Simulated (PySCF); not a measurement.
```xyz
2

Sn    0.0000    0.0000   -1.4037
I     0.0000    0.0000    1.3263
```

Core potentials replace the inner electrons of Sn and I.

Method: PBE0/cc-pVTZ(-PP), non-relativistic Hamiltonian with scalar-relativistic core potentials where named, at a bond length of 2.730 Å (PySCF).

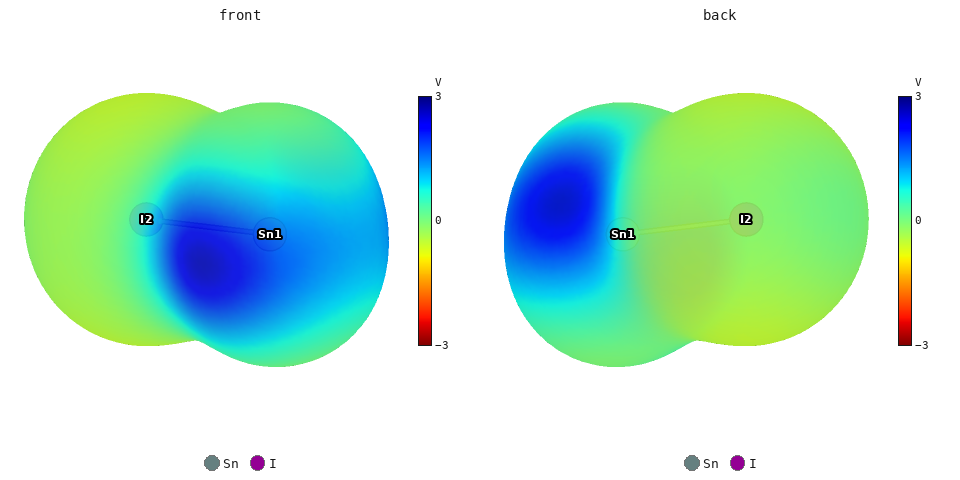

SnI (doublet). The molecular electrostatic potential painted on the density surface at 0.002 e/bohr³, seen from the front and from behind; the colour scale runs from red (negative) to blue (positive).

**Describe the electrostatic potential map.**

The most negative region (about −0.5 V, or −12 kcal/mol for a unit charge) lies over I2, the most positive (about +2.5 V, or +58 kcal/mol for a unit charge) over Sn1.
